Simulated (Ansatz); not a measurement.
**Al$_{2}$Cl$_{2}$F$_{2}$H$_{2}$O$_{2}$: density, localisation and related maps**

```yaml
atoms:
  - { symbol: F, position_ang: [-0.5621, -2.2936, 1.1305] }
  - { symbol: Al, position_ang: [-0.8375, -0.6989, 0.8491] }
  - { symbol: Cl, position_ang: [-2.4538, 0.2088, 1.8039] }
  - { symbol: O, position_ang: [-0.7421, -0.2182, -0.9092] }
  - { symbol: Al, position_ang: [0.8374, 0.6989, -0.8490] }
  - { symbol: F, position_ang: [0.5614, 2.2936, -1.1301] }
  - { symbol: Cl, position_ang: [2.4542, -0.2078, -1.8039] }
  - { symbol: O, position_ang: [0.7422, 0.2179, 0.9092] }
  - { symbol: H, position_ang: [-1.4865, -0.0135, -1.4761] }
  - { symbol: H, position_ang: [1.4868, 0.0127, 1.4757] }
```

Geometry: PBE0-D4/def2-TZVP.

These are results of RKS PBE0-D4/def2-TZVPP in Ansatz 0.2.0, not measurements.

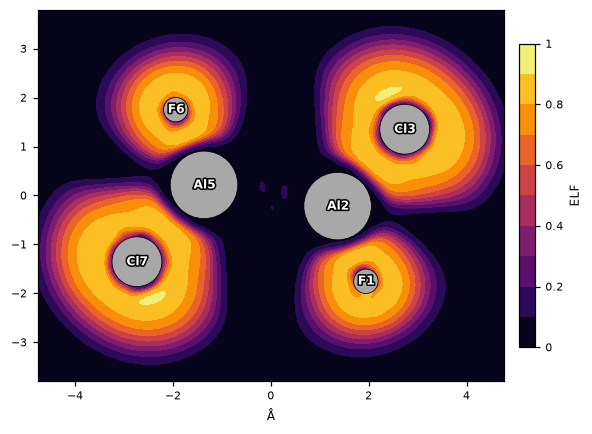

Figure 1. ELF on the plane of atoms F6, Al5 and Cl7. Grey discs cover the atomic cores.

### Describe what can be read from this map.

The section cuts through F, Al and Cl sites. Al–F (1.64 Å): the ELF peaks at about 0.85 in the valence shell of F, 0.6 Å from its nucleus, and is about 0.30 at the midpoint. Al–Cl (2.09 Å): the ELF peaks at about 0.85 in the valence shell of Cl, 0.9 Å from its nucleus, and is about 0.80 at the midpoint. The ELF also peaks beside F1, Cl7, Cl3 and F6, away from the bonds: lone-pair regions.

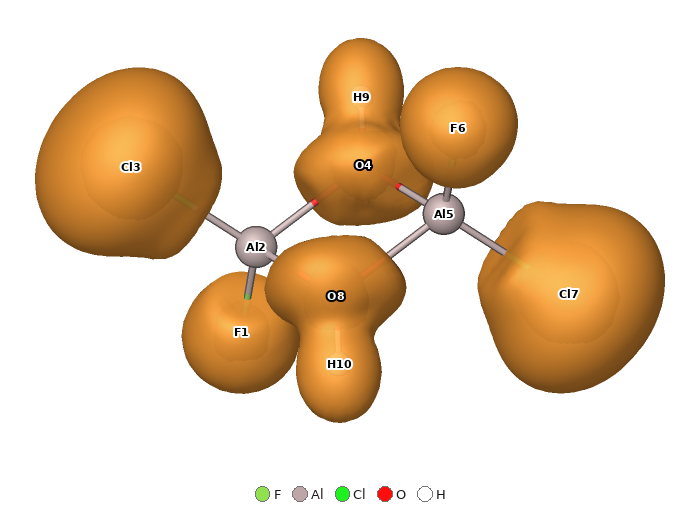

Figure 2. Isosurface of the ELF at 0.75 (orange), seen at a tilt. Core shells and regions of very low density are left out.

### What do the ELF domains correspond to?

At this value the surface marks out two regions on Cl in which the atom's valence shell and bonds are merged, two regions wrapped around F (the valence shell of each) and two joined regions spread over several atoms (H, O), in which their bonds and any lone pairs are merged. Along the contacts the grid gives the following. Al–O (1.83 Å): the ELF peaks at about 0.90 in the valence shell of O, 0.7 Å from its nucleus, and is about 0.50 at the midpoint.

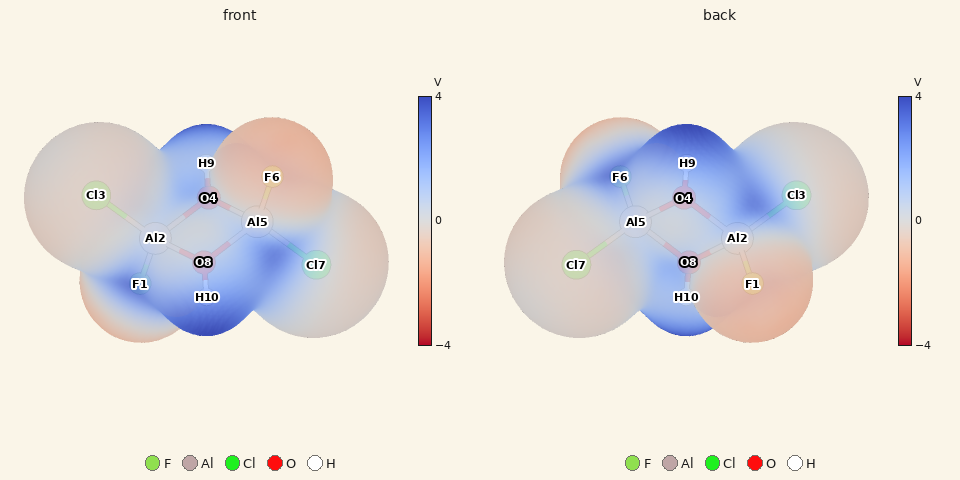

Figure 3. The molecular electrostatic potential painted on the density surface at 0.002 e/bohr³, seen from the front and from behind; the colour scale runs from red (negative) to blue (positive).

### Describe the electrostatic potential map.

The most negative region (about −1.2 V) lies over F1 and F6, the most positive (about +3.9 V) over H9 and H10.
